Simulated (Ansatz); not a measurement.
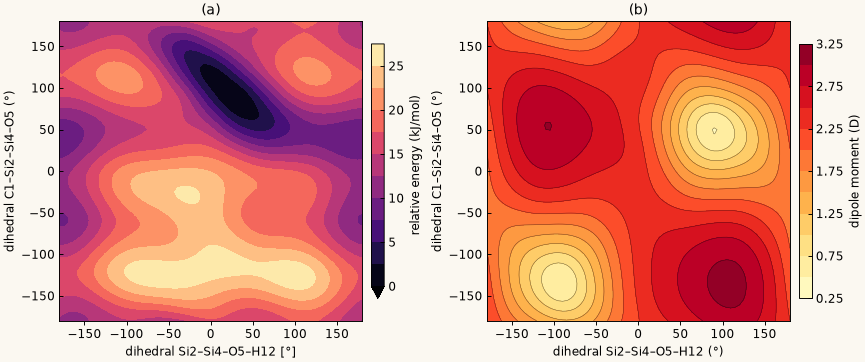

CH₇FOSi₂, SMILES C[SiH](F)[SiH2]O. The first coordinate is: dihedral Si2–Si4–O5–H12; the second: dihedral C1–Si2–Si4–O5. Nothing is relaxed (all other coordinates rigid). The grid has 12 × 12 points. Energies are in kJ/mol, from the lowest grid point. The calculation used RKS PBE-D4/def2-SVP in Ansatz 0.2.0.

Panel (a) is the energy; panel (b) is the computed dipole moment, in D.

The picture shows filled contours. Between grid points the surface is interpolated.

### How does the dipole moment vary over the map, and what is it at the lowest grid point?

Leaving out the highest fifth of the energies, it runs from 0.56 D at dihedral Si2–Si4–O5–H12 = 90°, dihedral C1–Si2–Si4–O5 = 60° to 2.97 D at dihedral Si2–Si4–O5–H12 = −120°, dihedral C1–Si2–Si4–O5 = 60°. At the lowest grid point, dihedral Si2–Si4–O5–H12 = 30°, dihedral C1–Si2–Si4–O5 = 90°, it is 1.90 D.

| dihedral C1–Si2–Si4–O5 ↓, dihedral Si2–Si4–O5–H12 → | −180 | −150 | −120 | −90 | −60 | −30 | 0 | 30 | 60 | 90 | 120 | 150 |
| --- | --- | --- | --- | --- | --- | --- | --- | --- | --- | --- | --- | --- |
| 150 | 2.30 | 2.19 | 2.08 | 1.94 | 1.92 | 2.14 | 2.29 | 2.28 | 2.31 | 2.45 | 2.55 | 2.47 |
| 120 | 2.29 | 2.46 | 2.55 | 2.46 | 2.34 | 2.36 | 2.36 | 2.11 | 1.87 | 1.91 | 2.07 | 2.17 |
| 90 | 2.22 | 2.63 | 2.86 | 2.81 | 2.62 | 2.48 | 2.31 | 1.90 | 1.38 | 1.24 | 1.49 | 1.82 |
| 60 | 2.11 | 2.67 | 2.97 | 2.96 | 2.77 | 2.57 | 2.26 | 1.70 | 0.97 | 0.56 | 0.94 | 1.50 |
| 30 | 2.01 | 2.59 | 2.91 | 2.91 | 2.74 | 2.58 | 2.33 | 1.77 | 1.06 | 0.65 | 0.91 | 1.40 |
| 0 | 1.95 | 2.42 | 2.71 | 2.70 | 2.55 | 2.46 | 2.35 | 1.99 | 1.51 | 1.29 | 1.38 | 1.57 |
| −30 | 1.93 | 2.16 | 2.35 | 2.34 | 2.28 | 2.31 | 2.35 | 2.21 | 1.99 | 1.92 | 1.93 | 1.88 |
| −60 | 1.93 | 1.82 | 1.83 | 1.82 | 1.90 | 2.13 | 2.35 | 2.41 | 2.41 | 2.46 | 2.44 | 2.21 |
| −90 | 1.99 | 1.53 | 1.26 | 1.19 | 1.46 | 1.94 | 2.34 | 2.56 | 2.71 | 2.85 | 2.83 | 2.51 |
| −120 | 2.08 | 1.42 | 0.86 | 0.62 | 1.11 | 1.81 | 2.33 | 2.62 | 2.84 | 3.02 | 3.03 | 2.69 |
| −150 | 2.16 | 1.53 | 0.97 | 0.65 | 1.06 | 1.75 | 2.29 | 2.60 | 2.82 | 3.02 | 3.04 | 2.73 |
| −180 | 2.25 | 1.83 | 1.49 | 1.28 | 1.41 | 1.85 | 2.24 | 2.47 | 2.64 | 2.83 | 2.88 | 2.66 |
